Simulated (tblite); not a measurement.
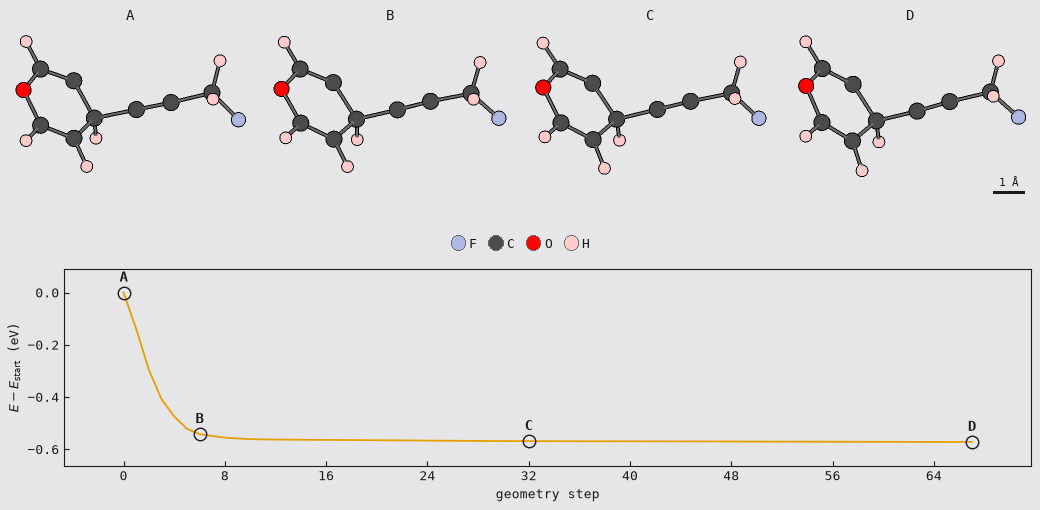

Frames of a relaxation of C₈H₆FO (multiplicity 2), marked on the history of the run. Style: ball-and-stick. Shown at a tilt.

Method: GFN2-xTB geometry optimisation, gas phase in tblite. 

What happens along the run?

Over 67 geometry steps the energy falls by 0.572 eV. An H atom moves most after the best rigid fit: 0.28 Å. By element the largest moves are H 0.28 Å, O 0.21 Å, C 0.13 Å, F 0.10 Å. Near-neighbour distances that change, for instance: C–C 1.469 → 1.529 Å, C–H 1.105 → 1.077 Å, C–O 1.377 → 1.350 Å, C–C 1.479 → 1.456 Å. Among the angles between lasting bonds that change: C–C–C 118.4° → 128.3°, C–C–H 117.1° → 126.5°, C–C–C 113.9° → 105.1°. The run took 0.37 s on 1 thread of Arm Neoverse V2, on a shared host. From step 0 to 6: a C atom moves most (0.12 Å), energy −0.542 eV. From step 6 to 32: an H atom moves most (0.14 Å), energy −0.027 eV. From step 32 to 67: an H atom moves most (0.13 Å), energy −0.003 eV.

| step | E − E(0), eV |
| --- | --- |
| 0 | 0.0000 |
| 1 | -0.1388 |
| 2 | -0.2955 |
| 3 | -0.4082 |
| 4 | -0.4742 |
| 5 | -0.5214 |
| 6 | -0.5420 |
| 7 | -0.5489 |
| 8 | -0.5553 |
| 9 | -0.5585 |
| 10 | -0.5609 |
| 13 | -0.5631 |
| 16 | -0.5640 |
| 19 | -0.5650 |
| 22 | -0.5658 |
| 25 | -0.5671 |
| 28 | -0.5680 |
| 31 | -0.5686 |
| 34 | -0.5691 |
| 37 | -0.5692 |
| 40 | -0.5694 |
| 43 | -0.5696 |
| 46 | -0.5699 |
| 49 | -0.5704 |
| 52 | -0.5707 |
| 55 | -0.5710 |
| 58 | -0.5713 |
| 61 | -0.5716 |
| 64 | -0.5718 |
| 67 | -0.5718 |
